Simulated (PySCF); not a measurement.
# UBPW91/pcSseg-1 (density fitting with def2-universal-jkfit) run of CClF2 (chlorodifluoromethyl radical)

What is the energy difference between two shapes of CClF2 (chlorodifluoromethyl radical) at UBPW91/pcSseg-1 (density fitting with def2-universal-jkfit)? 

The results are computed with PySCF 2.14.0.

1 further run of the same task is left out (set aside as unsound or not needed).

### Step 1. The structure to begin with

CClF2 has 4 atoms, charge 0, and is taken as a doublet. SMILES: `F[C](F)Cl`. The shape is that of a PBE0-D4/def2-TZVP optimisation.

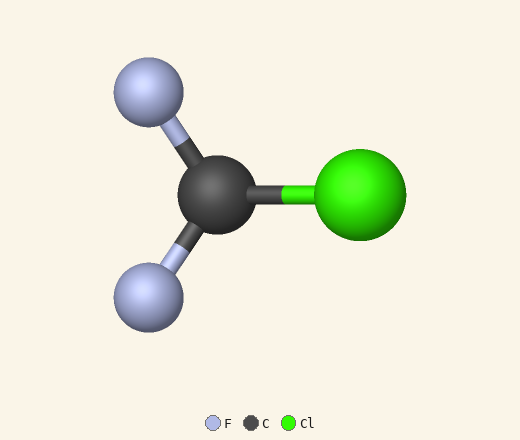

Viewed from a chosen angle; fluorine light blue, carbon dark grey, chlorine green.

### Step 2. Energy and gradient at UBPW91/pcSseg-1 (density fitting with def2-universal-jkfit)

job.py

```python
import pyscf.grad
from pyscf import gto, dft
from pyscf.pbc.tools.pyscf_ase import PySCF, ase_atoms_to_pyscf
from ase import Atoms

atoms = Atoms(['F', 'C', 'F', 'Cl'], positions=[
    [0.026200, 0.169300, 1.294600],
    [-0.230600, -0.190200, 0.056400],
    [0.573000, -1.160700, -0.318600],
    [-0.313000, 1.121200, -1.052700],
])

mol = gto.M(
    atom=ase_atoms_to_pyscf(atoms),
    verbose=3,
    spin=1,
    max_memory=1860,
    basis='pcsseg-1',
)

calc0 = dft.UKS(mol)
calc0.xc = 'b88,pw91'
calc0 = calc0.density_fit(auxbasis='def2-universal-jkfit')
calc0.max_cycle = 100
atoms.calc = PySCF(method=calc0)

e_ev = atoms.get_potential_energy()
print('energy %.6f eV' % e_ev)
forces = atoms.get_forces()
print('forces (eV/A)')
print(forces.round(5))
print('dipole (e A)', atoms.get_dipole_moment().round(5))
```

Run with:

```sh
$ OMP_NUM_THREADS=1 python job.py
```

The program printed:

```text
converged SCF energy = -697.882065929991  <S^2> = 0.75147457  2S+1 = 2.001474
energy -18990.338292 eV
converged SCF energy = -697.88206593026  <S^2> = 0.75147462  2S+1 = 2.0014741
--------------- DFUKS_Scanner gradients ---------------
         x                y                z
0 F    -0.0039565241    -0.0061975543    -0.0199839434
1 C     0.0160312036     0.0052228740     0.0011058721
2 F    -0.0128307338     0.0157387501     0.0066636665
3 Cl     0.0007647271    -0.0145360975     0.0122399178
----------------------------------------------
forces (eV/A)
[[ 0.20345  0.31869  1.02762]
 [-0.82436 -0.26857 -0.05687]
 [ 0.65978 -0.80932 -0.34266]
 [-0.03932  0.74748 -0.6294 ]]
converged SCF energy = -697.882065930253  <S^2> = 0.75147462  2S+1 = 2.0014741
Dipole moment(X, Y, Z, Debye): -0.04547,  0.12080, -0.11512
dipole (e A) [-0.00947  0.02515 -0.02397]
```

Wall time 13 s (1 thread of Arm Neoverse V2, shared host); peak memory 0.67 GiB.

### Step 3. The distorted shape at the same level

calc.py

```python
import pyscf.grad
from pyscf import gto, dft
from pyscf.pbc.tools.pyscf_ase import PySCF, ase_atoms_to_pyscf
from ase import Atoms

atoms = Atoms(['F', 'C', 'F', 'Cl'], positions=[
    [0.022913, 0.180712, 1.297390],
    [-0.217382, -0.214389, 0.056630],
    [0.558593, -1.198450, -0.282375],
    [-0.314067, 1.142881, -1.024372],
])

mol = gto.M(
    atom=ase_atoms_to_pyscf(atoms),
    max_memory=1860,
    verbose=3,
    spin=1,
    basis='pcsseg-1',
)

mf = dft.UKS(mol, xc='b88,pw91')
mf = mf.density_fit(auxbasis='def2-universal-jkfit')
mf.max_cycle = 100
atoms.calc = PySCF(method=mf)

e_ev = atoms.get_potential_energy()
print('energy %.6f eV' % e_ev)
forces = atoms.get_forces()
print('forces (eV/A)')
print(forces.round(5))
print('dipole (e A)', atoms.get_dipole_moment().round(5))
```

Run with:

```sh
$ OMP_NUM_THREADS=1 python calc.py
```

The program printed:

```text
WARN: HOMO -0.161824243735968 >= LUMO -0.16182424373596

converged SCF energy = -697.881434105434  <S^2> = 0.75148544  2S+1 = 2.0014849
energy -18990.321100 eV
converged SCF energy = -697.881434105272  <S^2> = 0.75148547  2S+1 = 2.0014849
--------------- DFUKS_Scanner gradients ---------------
         x                y                z
0 F    -0.0043961752    -0.0009244585    -0.0161122701
1 C     0.0269743435    -0.0124499697    -0.0074986262
2 F    -0.0201532031     0.0192025424     0.0115866850
3 Cl    -0.0023148805    -0.0056929407     0.0119481534
----------------------------------------------
forces (eV/A)
[[ 0.22606  0.04754  0.82853]
 [-1.38708  0.6402   0.38559]
 [ 1.03632 -0.98743 -0.59581]
 [ 0.11904  0.29274 -0.6144 ]]
converged SCF energy = -697.881434105461  <S^2> = 0.75148547  2S+1 = 2.0014849
Dipole moment(X, Y, Z, Debye):  0.03967, -0.05285, -0.16220
dipole (e A) [ 0.00826 -0.011   -0.03377]
```

Wall time 14 s (1 thread of Arm Neoverse V2, shared host); peak memory 0.66 GiB.

### Step 4. Summary of results

Level: UBPW91/pcSseg-1 (density fitting with def2-universal-jkfit).

| quantity | value |
| --- | --- |
| first shape: total energy | -697.88207 Eh |
| first shape: dipole moment | 0.17 D |
| first shape: HOMO energy (highest over α and β) | -5.66 eV |
| first shape: LUMO energy (lowest over α and β) | -3.47 eV |
| first shape: ⟨S²⟩ | 0.751 |
| first shape: largest force on an atom | 1.099 eV/Å |
| distorted shape: total energy | -697.88143 Eh |
| distorted shape: dipole moment | 0.18 D |
| distorted shape: HOMO energy (highest over α and β) | -5.62 eV |
| distorted shape: LUMO energy (lowest over α and β) | -3.43 eV |
| distorted shape: ⟨S²⟩ | 0.751 |
| distorted shape: largest force on an atom | 1.576 eV/Å |
| energy change with the atoms displaced | 0.017 eV |

What this shows: With the atoms displaced the energy rises by 0.02 eV (0.4 kcal/mol). The first shape isn't relaxed at this level, so the change isn't measured from a minimum. The largest force (first shape) is 1.10 eV/Å: the shape isn't a stationary point for this species at this level. Mulliken charges (distorted shape) run from -0.20 on F1 to +0.43 on C2.
